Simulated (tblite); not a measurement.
## Geometry relaxation of Al2As2H8 (part 2 of 2)

Continued. System: Al2As2H8, SMILES [AlH2-]1[AsH2+][AlH2-][AsH2+]1. Method: GFN2-xTB geometry optimisation, gas phase (tblite 0.8.0). 

Geometry of the input (Å):
```
As -0.3493  -1.4504  -0.4769
Al -1.9819  -1.1406  1.2783
As -1.2700  1.1563  1.5073
Al 0.3585  0.8309  -0.2411
H  0.6940  -2.4135  -0.0728
H  -0.9955  -1.7106  -1.7910
H  -1.6191  -1.9424  2.5109
H  -3.3939  -1.2383  0.7712
H  -0.6102  1.3961  2.8115
H  -2.3362  2.1142  1.1133
H  -0.0123  1.6368  -1.4475
H  1.7426  0.9230  0.2902
```

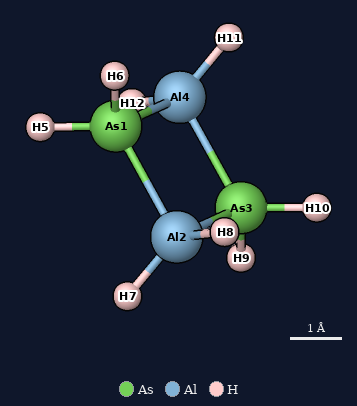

Fig. 1: The geometry at step 23 of the log (ball-and-stick view, seen at a tilt; atoms are numbered from 1 in the order of the input).

Trajectory as extended XYZ, continued:
```
12
Properties=species:S:1:pos:R:3:forces:R:3 step=17 energy=-297.45146
As   -0.3560   -1.4738   -0.4858   -0.0020   0.0180  -0.0080
Al   -2.0760   -1.2227    1.3445   -0.0020  -0.0140   0.0070
As   -1.2827    1.1679    1.5195    0.0030   0.0070  -0.0090
Al    0.4448    0.9186   -0.3033   -0.0110  -0.0030  -0.0190
H     0.6445   -2.5849   -0.3663    0.0060  -0.0060   0.0030
H    -0.7894   -1.9872   -1.8283    0.0010   0.0020   0.0060
H    -1.6052   -2.0110    2.6020   -0.0010  -0.0020   0.0050
H    -3.5090   -1.2603    0.7417   -0.0120  -0.0020  -0.0030
H    -0.8252    1.6705    2.8563    0.0020  -0.0020   0.0110
H    -2.2785    2.2859    1.4216   -0.0030   0.0020   0.0010
H    -0.0127    1.7121   -1.5637    0.0090  -0.0050   0.0060
H     1.8722    0.9466    0.3152    0.0100   0.0040   0.0000
12
Properties=species:S:1:pos:R:3:forces:R:3 step=18 energy=-297.45150
As   -0.3562   -1.4733   -0.4859    0.0050   0.0070  -0.0090
Al   -2.0761   -1.2232    1.3448   -0.0060  -0.0100   0.0030
As   -1.2827    1.1678    1.5192    0.0020   0.0130  -0.0010
Al    0.4448    0.9188   -0.3039   -0.0050  -0.0060  -0.0090
H     0.6447   -2.5853   -0.3663   -0.0010   0.0030   0.0020
H    -0.7893   -1.9873   -1.8283    0.0010   0.0030   0.0070
H    -1.6051   -2.0112    2.6023   -0.0010  -0.0020   0.0050
H    -3.5095   -1.2603    0.7414   -0.0070  -0.0020   0.0000
H    -0.8252    1.6707    2.8569   -0.0010  -0.0050   0.0020
H    -2.2787    2.2862    1.4218    0.0000  -0.0020   0.0020
H    -0.0126    1.7120   -1.5638    0.0080  -0.0020   0.0010
H     1.8725    0.9466    0.3153    0.0040   0.0040  -0.0030
12
Properties=species:S:1:pos:R:3:forces:R:3 step=19 energy=-297.45152
As   -0.3561   -1.4730   -0.4861    0.0070   0.0010  -0.0060
Al   -2.0763   -1.2235    1.3449   -0.0060  -0.0060   0.0000
As   -1.2826    1.1681    1.5191    0.0020   0.0100   0.0020
Al    0.4447    0.9187   -0.3043    0.0020  -0.0050  -0.0020
H     0.6449   -2.5854   -0.3663   -0.0040   0.0070   0.0020
H    -0.7892   -1.9874   -1.8283    0.0000   0.0030   0.0050
H    -1.6051   -2.0113    2.6025   -0.0010  -0.0030   0.0050
H    -3.5099   -1.2604    0.7414   -0.0040  -0.0030   0.0010
H    -0.8252    1.6707    2.8572   -0.0020  -0.0060  -0.0010
H    -2.2788    2.2864    1.4219    0.0000  -0.0020   0.0020
H    -0.0124    1.7120   -1.5638    0.0070   0.0000  -0.0030
H     1.8728    0.9468    0.3153   -0.0010   0.0030  -0.0050
12
Properties=species:S:1:pos:R:3:forces:R:3 step=20 energy=-297.45153
As   -0.3559   -1.4728   -0.4865    0.0060  -0.0010   0.0000
Al   -2.0765   -1.2239    1.3451   -0.0040   0.0000  -0.0020
As   -1.2825    1.1686    1.5190    0.0020   0.0030   0.0010
Al    0.4447    0.9185   -0.3047    0.0060  -0.0040   0.0040
H     0.6449   -2.5854   -0.3663   -0.0050   0.0090   0.0020
H    -0.7892   -1.9874   -1.8281   -0.0010   0.0020   0.0020
H    -1.6053   -2.0115    2.6028   -0.0010  -0.0030   0.0040
H    -3.5103   -1.2606    0.7414   -0.0030  -0.0030   0.0020
H    -0.8253    1.6706    2.8575   -0.0020  -0.0060  -0.0030
H    -2.2789    2.2865    1.4221   -0.0010   0.0000   0.0020
H    -0.0119    1.7119   -1.5638    0.0050   0.0020  -0.0070
H     1.8729    0.9470    0.3150   -0.0030   0.0030  -0.0060
12
Properties=species:S:1:pos:R:3:forces:R:3 step=21 energy=-297.45155
As   -0.3556   -1.4726   -0.4868    0.0020  -0.0010   0.0050
Al   -2.0767   -1.2242    1.3451   -0.0020   0.0040  -0.0020
As   -1.2824    1.1690    1.5190    0.0020  -0.0040  -0.0010
Al    0.4447    0.9183   -0.3050    0.0060  -0.0020   0.0060
H     0.6448   -2.5852   -0.3662   -0.0030   0.0070   0.0020
H    -0.7891   -1.9874   -1.8280   -0.0010   0.0010  -0.0010
H    -1.6054   -2.0116    2.6030   -0.0020  -0.0030   0.0030
H    -3.5106   -1.2608    0.7416   -0.0020  -0.0040   0.0020
H    -0.8253    1.6704    2.8576   -0.0020  -0.0050  -0.0020
H    -2.2790    2.2866    1.4222   -0.0010   0.0010   0.0020
H    -0.0114    1.7118   -1.5638    0.0040   0.0030  -0.0090
H     1.8729    0.9472    0.3146   -0.0020   0.0020  -0.0050
12
Properties=species:S:1:pos:R:3:forces:R:3 step=22 energy=-297.45156
As   -0.3554   -1.4724   -0.4869   -0.0030   0.0010   0.0070
Al   -2.0769   -1.2244    1.3451    0.0000   0.0050   0.0000
As   -1.2823    1.1693    1.5190    0.0010  -0.0070  -0.0030
Al    0.4449    0.9180   -0.3051    0.0040   0.0020   0.0040
H     0.6447   -2.5849   -0.3661    0.0000   0.0040   0.0020
H    -0.7892   -1.9872   -1.8279   -0.0010   0.0000  -0.0020
H    -1.6056   -2.0118    2.6033   -0.0020  -0.0020   0.0010
H    -3.5109   -1.2611    0.7417   -0.0020  -0.0040   0.0020
H    -0.8253    1.6700    2.8577   -0.0010  -0.0040  -0.0010
H    -2.2791    2.2867    1.4223   -0.0010   0.0010   0.0030
H    -0.0109    1.7118   -1.5640    0.0040   0.0020  -0.0080
H     1.8728    0.9475    0.3142    0.0020   0.0020  -0.0040
12
Properties=species:S:1:pos:R:3:forces:R:3 step=23 energy=-297.45157
As   -0.3552   -1.4721   -0.4868   -0.0070   0.0010   0.0070
Al   -2.0771   -1.2245    1.3451    0.0010   0.0050   0.0020
As   -1.2821    1.1694    1.5188   -0.0020  -0.0080  -0.0040
Al    0.4451    0.9178   -0.3051    0.0010   0.0050   0.0000
H     0.6446   -2.5845   -0.3659    0.0020   0.0010   0.0020
H    -0.7892   -1.9871   -1.8278    0.0000   0.0000  -0.0020
H    -1.6058   -2.0120    2.6035   -0.0030  -0.0010  -0.0010
H    -3.5112   -1.2614    0.7419   -0.0010  -0.0040   0.0020
H    -0.8254    1.6696    2.8578   -0.0010  -0.0030   0.0000
H    -2.2793    2.2867    1.4225    0.0010   0.0010   0.0030
H    -0.0103    1.7118   -1.5643    0.0040   0.0010  -0.0060
H     1.8727    0.9477    0.3138    0.0050   0.0010  -0.0020
12
Properties=species:S:1:pos:R:3:forces:R:3 step=24 energy=-297.45158
As   -0.3552   -1.4718   -0.4866   -0.0100   0.0010   0.0040
Al   -2.0774   -1.2245    1.3451    0.0010   0.0040   0.0040
As   -1.2820    1.1693    1.5186   -0.0040  -0.0060  -0.0030
Al    0.4454    0.9177   -0.3052   -0.0020   0.0090  -0.0050
H     0.6445   -2.5839   -0.3656    0.0040  -0.0020   0.0020
H    -0.7893   -1.9869   -1.8277    0.0010   0.0010   0.0000
H    -1.6060   -2.0123    2.6038   -0.0040   0.0010  -0.0040
H    -3.5116   -1.2618    0.7420    0.0010  -0.0040   0.0020
H    -0.8255    1.6690    2.8578   -0.0010  -0.0030   0.0000
H    -2.2794    2.2868    1.4227    0.0030  -0.0010   0.0030
H    -0.0097    1.7118   -1.5648    0.0040  -0.0010  -0.0030
H     1.8728    0.9480    0.3133    0.0080   0.0010   0.0000
12
Properties=species:S:1:pos:R:3:forces:R:3 step=25 energy=-297.45160
As   -0.3553   -1.4714   -0.4863   -0.0120   0.0000   0.0010
Al   -2.0777   -1.2244    1.3453    0.0000   0.0000   0.0060
As   -1.2819    1.1691    1.5182   -0.0070  -0.0010  -0.0010
Al    0.4458    0.9178   -0.3054   -0.0040   0.0120  -0.0110
H     0.6444   -2.5832   -0.3652    0.0060  -0.0030   0.0020
H    -0.7894   -1.9866   -1.8275    0.0020   0.0020   0.0030
H    -1.6064   -2.0126    2.6042   -0.0040   0.0030  -0.0070
H    -3.5122   -1.2625    0.7423    0.0030  -0.0030   0.0030
H    -0.8257    1.6681    2.8579   -0.0010  -0.0040  -0.0010
H    -2.2794    2.2869    1.4231    0.0050  -0.0030   0.0030
H    -0.0086    1.7119   -1.5658    0.0050  -0.0030   0.0010
H     1.8732    0.9484    0.3126    0.0100   0.0010   0.0020
12
Properties=species:S:1:pos:R:3:forces:R:3 step=26 energy=-297.45163
As   -0.3557   -1.4707   -0.4857   -0.0120  -0.0030  -0.0040
Al   -2.0784   -1.2243    1.3457   -0.0030  -0.0040   0.0070
As   -1.2819    1.1688    1.5175   -0.0100   0.0050   0.0020
Al    0.4464    0.9181   -0.3060   -0.0040   0.0130  -0.0160
H     0.6445   -2.5821   -0.3645    0.0060  -0.0040   0.0010
H    -0.7895   -1.9862   -1.8273    0.0030   0.0030   0.0060
H    -1.6072   -2.0132    2.6047   -0.0050   0.0060  -0.0090
H    -3.5132   -1.2637    0.7429    0.0060  -0.0020   0.0040
H    -0.8260    1.6667    2.8580   -0.0010  -0.0040  -0.0030
H    -2.2795    2.2870    1.4239    0.0070  -0.0050   0.0030
H    -0.0069    1.7120   -1.5674    0.0050  -0.0050   0.0060
H     1.8741    0.9492    0.3115    0.0090   0.0010   0.0030
12
Properties=species:S:1:pos:R:3:forces:R:3 step=27 energy=-297.45166
As   -0.3566   -1.4699   -0.4849   -0.0090  -0.0050  -0.0070
Al   -2.0794   -1.2243    1.3465   -0.0060  -0.0080   0.0070
As   -1.2821    1.1685    1.5167   -0.0100   0.0100   0.0040
Al    0.4473    0.9189   -0.3070   -0.0020   0.0100  -0.0160
H     0.6446   -2.5807   -0.3636    0.0040  -0.0030   0.0010
H    -0.7895   -1.9856   -1.8269    0.0040   0.0030   0.0080
H    -1.6084   -2.0139    2.6052   -0.0040   0.0080  -0.0100
H    -3.5144   -1.2655    0.7438    0.0080  -0.0010   0.0050
H    -0.8266    1.6645    2.8582    0.0000  -0.0050  -0.0040
H    -2.2794    2.2871    1.4251    0.0070  -0.0050   0.0020
H    -0.0042    1.7120   -1.5696    0.0030  -0.0050   0.0080
H     1.8754    0.9503    0.3100    0.0050   0.0010   0.0030
12
Properties=species:S:1:pos:R:3:forces:R:3 step=28 energy=-297.45170
As   -0.3576   -1.4693   -0.4843   -0.0030  -0.0050  -0.0070
Al   -2.0804   -1.2243    1.3473   -0.0070  -0.0080   0.0040
As   -1.2824    1.1683    1.5160   -0.0060   0.0090   0.0030
Al    0.4480    0.9197   -0.3082    0.0010   0.0040  -0.0100
H     0.6448   -2.5793   -0.3628    0.0010   0.0000   0.0000
H    -0.7894   -1.9851   -1.8264    0.0030   0.0010   0.0060
H    -1.6098   -2.0144    2.6055   -0.0030   0.0080  -0.0080
H    -3.5154   -1.2673    0.7448    0.0080   0.0000   0.0050
H    -0.8271    1.6624    2.8582    0.0020  -0.0050  -0.0030
H    -2.2792    2.2872    1.4264    0.0030  -0.0020   0.0020
H    -0.0016    1.7120   -1.5715    0.0010  -0.0020   0.0060
H     1.8768    0.9514    0.3084    0.0000   0.0010   0.0030
12
Properties=species:S:1:pos:R:3:forces:R:3 step=29 energy=-297.45171
As   -0.3581   -1.4691   -0.4841    0.0000  -0.0030  -0.0020
Al   -2.0809   -1.2244    1.3477   -0.0050  -0.0050   0.0000
As   -1.2827    1.1684    1.5158   -0.0020   0.0040   0.0000
Al    0.4484    0.9201   -0.3090    0.0030  -0.0020  -0.0030
H     0.6449   -2.5788   -0.3625   -0.0010   0.0010   0.0000
H    -0.7893   -1.9848   -1.8261    0.0020  -0.0010   0.0020
H    -1.6105   -2.0144    2.6054   -0.0010   0.0060  -0.0040
H    -3.5157   -1.2681    0.7454    0.0050   0.0000   0.0030
H    -0.8273    1.6614    2.8582    0.0020  -0.0040  -0.0020
H    -2.2791    2.2872    1.4270    0.0000   0.0020   0.0010
H    -0.0003    1.7119   -1.5722   -0.0010   0.0010   0.0020
H     1.8773    0.9520    0.3078   -0.0020   0.0010   0.0020
```

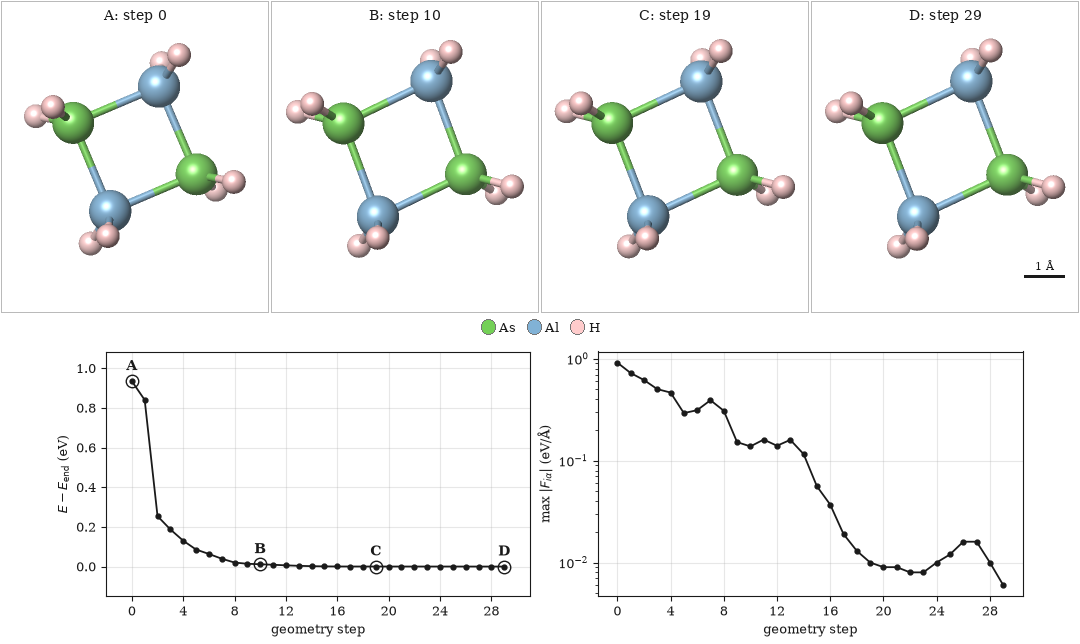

Fig. 2: Frames of the relaxation (ball-and-stick view, seen at a tilt) above the curves, on which the letters mark them (steps are counted from 0).

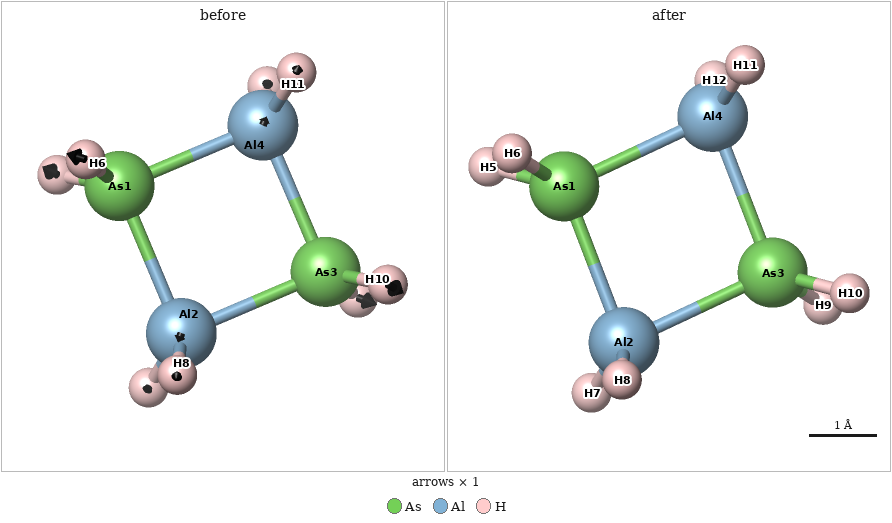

Fig. 3: Before (left) and after (right) the relaxation, at one scale (ball-and-stick view, seen at a tilt). The black arrows give the displacements, at true length. The energy falls by 0.935 eV in 29 geometry steps. The largest force component goes from 0.92 to 0.006 eV/Å. H10 moves most after the best rigid fit: 0.36 Å. By element the largest moves are H 0.36 Å, Al 0.15 Å, As 0.02 Å. Among the contacts that change: As1–Al4 2.400 → 2.528 Å, As3–Al4 2.411 → 2.527 Å, Al2–As3 2.416 → 2.528 Å, Al4–H12 1.485 → 1.557 Å. Among the angles that change: H9–As3–H10 116.7° → 90.5°, H5–As1–H6 115.8° → 90.6°, H7–Al2–H8 117.7° → 125.2°. (Atoms are counted from 1 in the order of the input.)
